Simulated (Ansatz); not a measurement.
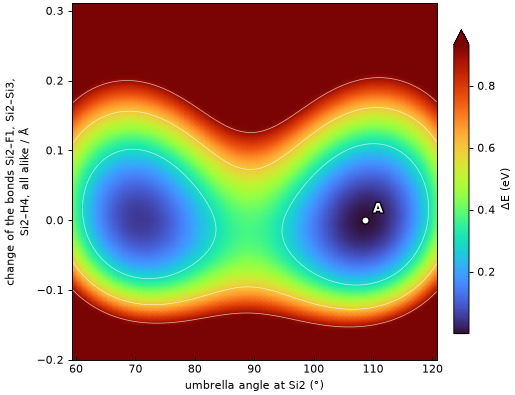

FH₄Si₂, SMILES F[SiH][SiH3], spin multiplicity 2. Coordinates scanned: (1) umbrella angle at Si2 (between each of its bonds and their common axis; 90 is planar); (2) change of the bonds Si2–F1, Si2–Si3, Si2–H4, all alike. Nothing is relaxed (all other coordinates rigid). The scan uses a 15 × 15 grid. Points are written as (first, second). All energies are given in eV relative to the relaxed molecule at the same level. All numbers below come from Ansatz, UKS PBE0-D4/def2-SVP.

The picture shows a smooth colour map with a few white contour lines, one colour for all values above the top of the scale, the point A. Between grid points the surface is interpolated.

### What is the easiest way out of the well at A, and how high is the barrier?

The easiest path leads from the well at about (109°, 0.00 Å) to the well at about (71°, 0.00 Å), about 0.049 eV higher. Its highest point lies about 0.37 eV above the bottom of the first well on the interpolated surface, at (90.0°, −0.018 Å). Seen from the upper well the barrier is about 0.32 eV. The start is the relaxed structure and all else is held, so a fully relaxed path at this level can only be lower.

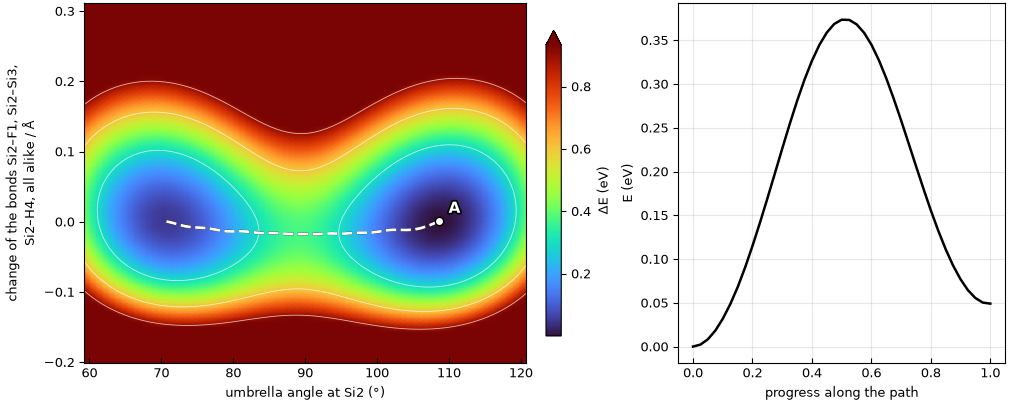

In the figure: a smooth colour map with a few white contour lines, a line along the lowest path, one colour for all values above the top of the scale, the energy along the path at the right. Between grid points the surface is interpolated.
